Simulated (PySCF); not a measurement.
**EPR calculation, with input and output: C7H7NO (charge +1)**

System: C7H7NO, charge +1, multiplicity 2, SMILES [CH]1[CH+]N=CC2=C1COC2.
Method: UKS B3LYP, pcH-1 on C H N O, non-relativistic, mean-field spin-orbit, GIAO (PySCF 2.14.0).

It belongs to a series of runs on one base structure; here: electron removed.

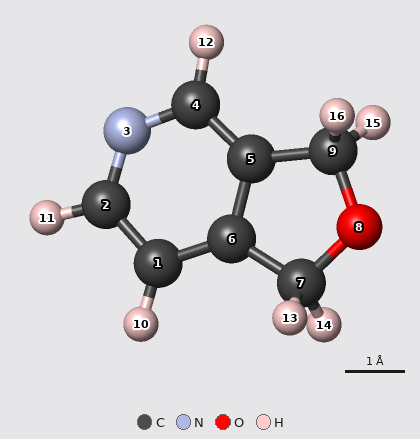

Fig. 1: The structure as given in the input (ball-and-stick view, seen at a tilt; atoms are numbered from 1 in the order of the input). Bond lengths as drawn: C–C 1.38 to 1.49 Å, C–H 1.08 to 1.10 Å, C–N 1.31 Å and C–O 1.40 Å.

Input
```
{"job": {"kind": "epr", "basis": "pcH-1"}, "charge": 1, "multiplicity": 2}
C      1.493106    -0.838472    -0.320591
C      2.334582     0.263335    -0.165221
N      1.855702     1.437022     0.156649
C      0.589642     1.705560     0.332198
C     -0.331483     0.675955     0.176340
C      0.140611    -0.606010    -0.146778
C     -1.043779    -1.505737    -0.235870
O     -2.167873    -0.712796     0.039534
C     -1.812546     0.617928     0.293735
H      1.893308    -1.807666    -0.569811
H      3.404508     0.186800    -0.300885
H      0.314395     2.715483     0.603265
H     -1.165987    -1.976055    -1.225140
H     -0.997506    -2.333251     0.491160
H     -2.188556     0.911066     1.287988
H     -2.325723     1.275780    -0.427985
```

The first line tells a small driver script what to run in PySCF; the rest is the geometry in Å.

Hardware: 1 CPU thread, shared host.

Launch command:
```bash
OMP_NUM_THREADS=1 python <driver script> task.json out
```

Log
```
UKS, coarse grid
  cycle   1  E = -400.51912883  |g| = 4.46e-01
  cycle   2  E = -400.16227849  |g| = 1.02e+00
  cycle   3  E = -400.49090955  |g| = 4.42e-01
  cycle   4  E = -400.58126234  |g| = 1.82e-01
  cycle   5  E = -400.59911333  |g| = 4.30e-02
  cycle   6  E = -400.60014139  |g| = 2.69e-02
  cycle   7  E = -400.60018251  |g| = 2.97e-02
  cycle   8  E = -400.60042370  |g| = 2.46e-02
  cycle   9  E = -400.60049233  |g| = 2.36e-02
  cycle  10  E = -400.60078954  |g| = 1.66e-02
  cycle  11  E = -400.60092868  |g| = 1.12e-02
  cycle  12  E = -400.60102318  |g| = 4.67e-03
  cycle  13  E = -400.60104452  |g| = 1.50e-03
  cycle  14  E = -400.60104690  |g| = 7.13e-04
UKS, final grid
  cycle   1  E = -400.60101643  |g| = 2.76e-03
  cycle   2  E = -400.60087246  |g| = 1.66e-02
  cycle   3  E = -400.60102025  |g| = 1.06e-03
  cycle   4  E = -400.60102081  |g| = 3.68e-04
  cycle   5  E = -400.60102088  |g| = 3.19e-04
  cycle   6  E = -400.60102094  |g| = 2.00e-04
  cycle   7  E = -400.60102096  |g| = 1.47e-04
  cycle   8  E = -400.60102097  |g| = 7.67e-05
  cycle   9  E = -400.60102097  |g| = 3.53e-05
  cycle  10  E = -400.60102098  |g| = 1.16e-05
E = -400.60102098 Eh   <S^2> = 0.7560 (exact 0.7500)
g shifts (ppm)      1          2          3
  rmc          -221       -221       -221
  gc            -45         18         31
  oz_so         901       1938       4830
  total         635       1735       4641
hyperfine (MHz)  atom isotope    a_iso     a_fc   dipolar eigenvalues
    0   13C      11.07      11.07     -5.82     -1.51      7.33
    1   13C       5.58       5.58     -8.72     -5.32     14.04
    2   14N      62.18      62.18    -16.38    -15.02     31.40
    3   13C      -1.23      -1.23     -9.16     -2.82     11.98
    4   13C      17.31      17.31    -13.88    -12.23     26.12
    5   13C      -3.99      -3.99     -3.23     -2.90      6.13
    6   13C     -15.25     -15.25     -4.55     -2.81      7.36
    7   17O     -21.83     -21.83    -78.92     39.01     39.90
    8   13C     -22.25     -22.25     -6.15     -4.21     10.36
    9    1H       8.42       8.42     -2.64      0.09      2.55
   10    1H      31.13      31.13     -5.80     -3.59      9.39
   11    1H      32.89      32.89     -5.58     -1.07      6.66
   12    1H     114.22     114.22     -4.98     -3.01      7.99
   13    1H     132.81     132.81     -4.14     -2.77      6.91
   14    1H     151.02     151.02     -5.98     -3.45      9.42
   15    1H     168.87     168.87     -5.43     -2.97      8.40
```

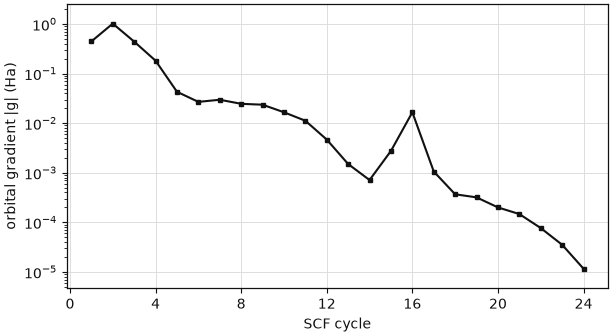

Fig. 2: Convergence of the self-consistent field: orbital gradient |g| against the SCF cycle. All cycles printed in the log are drawn one after another.

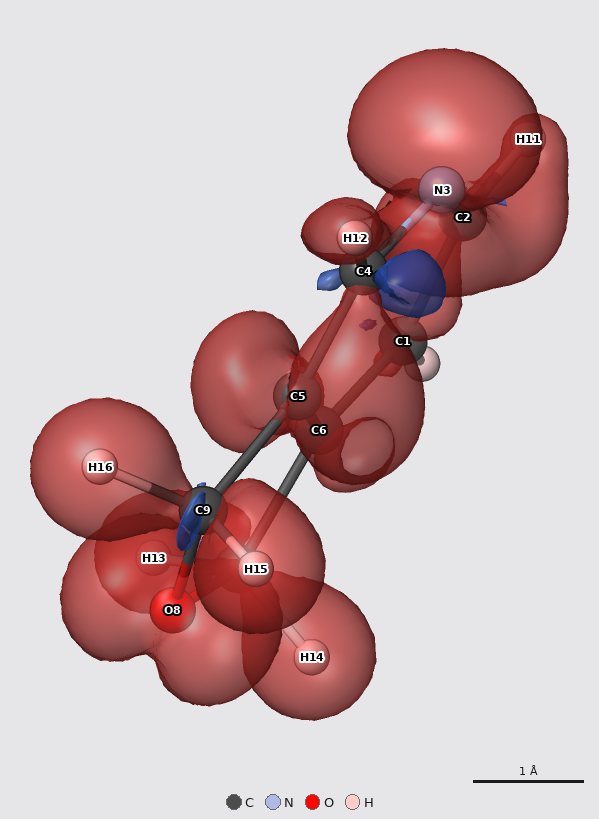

Fig. 3: Isosurfaces of the spin density (α minus β) at +0.015 (red) and −0.015 e/Å³ (blue), seen at an oblique angle. The unpaired spin (1 electron) lies mostly on N3 (about 0.3), O8 (about 0.2) and C5 (about 0.1), in electrons by Hirshfeld's partition.

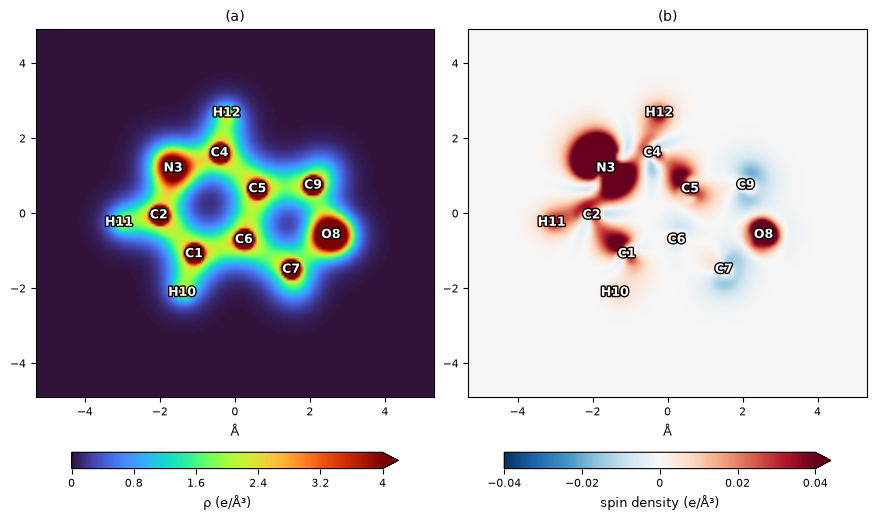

Fig. 4: (a) electron density; (b) spin density (α minus β) on the plane of atoms C4, C5 and C6. C–C (1.49 Å): ρ at the midpoint is about 1.8 e/Å³. The unpaired spin (1 electron) lies mostly on N3 (about 0.3), O8 (about 0.2) and C5 (about 0.1), in electrons by Hirshfeld's partition.

Results in brief

- outcome: converged
- total energy: −400.601021 hartree
- ⟨S²⟩: 0.756
- isotropic g: 2.0047
- wall time: 2.1 min
- peak memory: 0.98 GiB
